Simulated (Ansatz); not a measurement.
# Calculations on CH3BFNS

## 1. Relaxation

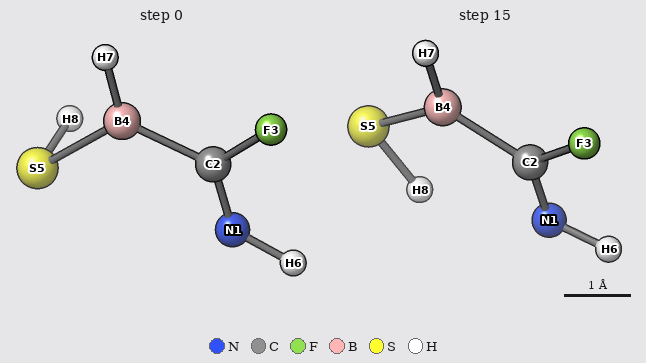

The structure of CH3BFNS before (left) and after (right) a relaxation, at one scale.

The picture is a ball-and-stick view, seen from a free direction.

The run prepares an end point of a later path (hydrogen shift) calculation, from a guessed geometry.

Method: Ansatz, RKS PBE-D4/def2-SVP.

The input:
```yaml
crystal:
  periodic: [false, false, false]
  atoms:
    - { symbol: "N", position_ang: [-0.2981, 1.3796, 0.5002] }
    - { symbol: C, position_ang: [0.4538, 0.4254, 0.5632] }
    - { symbol: F, position_ang: [1.3569, 0.3786, 1.5378] }
    - { symbol: B, position_ang: [0.4473, -0.7256, -0.4809] }
    - { symbol: S, position_ang: [-0.9019, -0.7169, -1.8809] }
    - { symbol: H, position_ang: [-0.2963, 2.2101, 1.1699] }
    - { symbol: H, position_ang: [1.1453, -1.6467, -0.3897] }
    - { symbol: H, position_ang: [-1.8149, -1.3616, -1.0755] }
basis:
  gaussian: { orbitals: def2-SVP }
hamiltonian:
  xc: pbe
  dispersion: d4
relax:
  f_tol: 0.02
  max_steps: 50
```

Command:
```bash
ansatz run input.yaml --threads 2 --pin off --max-ram 3072MiB --backend cpu --events-out ev --progress --plain --runs-dir out
```

Summarise the run.

The atom that moves furthest after the best rigid fit is H8 (1.22 Å). Largest moves by element: H 1.22 Å, S 0.66 Å, N 0.37 Å, F 0.29 Å, B 0.22 Å, C 0.13 Å. Some distances before and after: B4–S5 1.944 → 1.770 Å, N1–C2 1.216 → 1.272 Å, B4–H7 1.159 → 1.210 Å, C2–F3 1.330 → 1.364 Å. Bond angles that change, for instance: C2–N1–H6 125.2° → 112.3°, F3–C2–B4 118.0° → 114.8°, N1–C2–F3 119.0° → 121.7°. Groups turn about B4–S5 by about 90°. After 15 geometry steps the energy has fallen by 1.561 eV. The largest force component goes from 4.5 to 0.0091 eV/Å. The run took 9.8 s on 2 threads of AMD EPYC 9R45 96-Core Processor (Zen 5), on a shared host, peak memory 0.19 GiB.

## 2. Relaxation

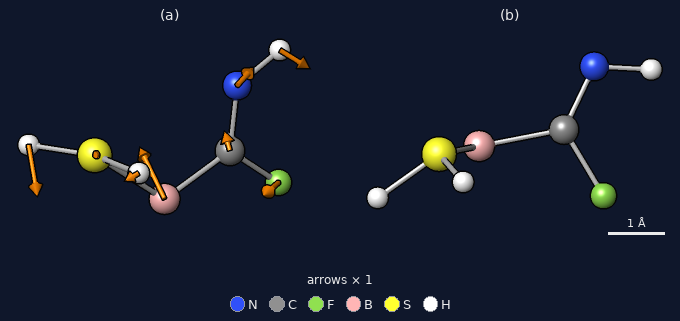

The structure of CH₃BFNS before (left) and after (right) a relaxation, at one scale. The orange arrows give the displacements, at their true length.

A ball-and-stick model, seen at a tilt.

The run prepares an end point of a later path (hydrogen shift) calculation, from a guessed geometry.

Level of theory: RKS PBE-D4/def2-SVP (Ansatz 0.2.0). (no spin polarisation; force threshold 0.02 eV/Å; at most 50 steps)

**What changed between the two?**

Over 21 accepted moves (22 points after the start) the energy falls by 298.8 kJ/mol. The largest force component goes from 4.6 to 0.018 eV/Å. The line search rejected the trial step at point 10 of the run. The atom that moves furthest after the best rigid fit is the B atom (1.18 Å). Largest moves by element: B 1.18 Å, H 1.08 Å, F 0.79 Å, N 0.63 Å, C 0.40 Å, S 0.16 Å. Near-neighbour distances that change, for instance: B–S 1.944 → 1.788 Å, H–S 1.378 → 1.464 Å, C–F 1.330 → 1.389 Å, C–N 1.216 → 1.266 Å. Bond angles that change, for instance: H–S–H 155.6° → 94.5°, B–S–H 92.1° → 136.1°, C–N–H 125.2° → 112.7°. Groups turn about B–C by about 90°. The run took 15 s on 2 threads of AMD EPYC 9R45 96-Core Processor (Zen 5), on a shared host, peak memory 0.2 GiB.

## 3. Path

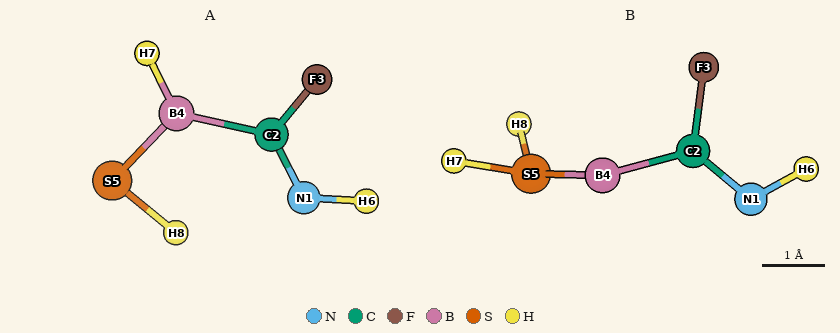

The two relaxed end points of a path for CH$_{3}$BFNS. The picture is a ball-and-stick view, seen at a tilt.

All numbers below come from RKS PBE-D4/def2-SVP (Ansatz).

Set-up: 7 movable images; climbing image; force threshold 0.05 eV/Å; iteration limit 60.

Start:
```xyz
8

N    -0.6294    1.1341    0.5222
C     0.3720    0.3501    0.4956
F     1.4548    0.5431    1.3027
B     0.4711   -0.9125   -0.4634
S    -0.8907   -1.2589   -1.5402
H    -0.5104    1.8996    1.2085
H     1.4413   -1.6358   -0.4819
H    -1.6167   -0.1768   -1.0996
```

End:
```xyz
8

N    -0.0223    2.0086    0.5140
C     0.3760    0.8140    0.6473
F     0.4553    0.1701    1.8750
B     0.9241   -0.1151   -0.4790
S    -0.2518   -1.1800   -1.3045
H    -0.3160    2.4334    1.4093
H     0.3872   -2.2759   -1.7957
H    -1.4603   -1.9123   -0.9223
```

> Predict the minimum-energy path and its barrier.

The highest point, image 4, lies 103.1 kcal/mol above the start and 10.2 kcal/mol above the end; the end is at +92.9 kcal/mol relative to the start. A hydrogen atom shifts from one atom to another. Breaking: B4–H7 (1.21 → 1.89 at the top → 2.59 Å). Forming: S5–H7 (2.59 → 1.42 at the top → 1.36 Å). The band converged in 16 iterations, with a climbing image at the top. At the top, the vibrational analysis gives one imaginary mode (1094i cm⁻¹), as a transition state must have.

Energies of the converged images:

```tsv
image	path (Å)	E (kcal/mol)
0	0.00	0.0
1	0.59	0.9
2	1.18	16.7
3	1.78	65.9
4	2.37	103.1
5	2.94	96.1
6	3.50	93.8
7	4.07	93.2
8	4.64	92.9
```

The geometry at the top of the path:

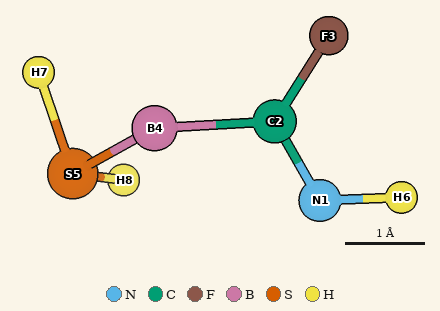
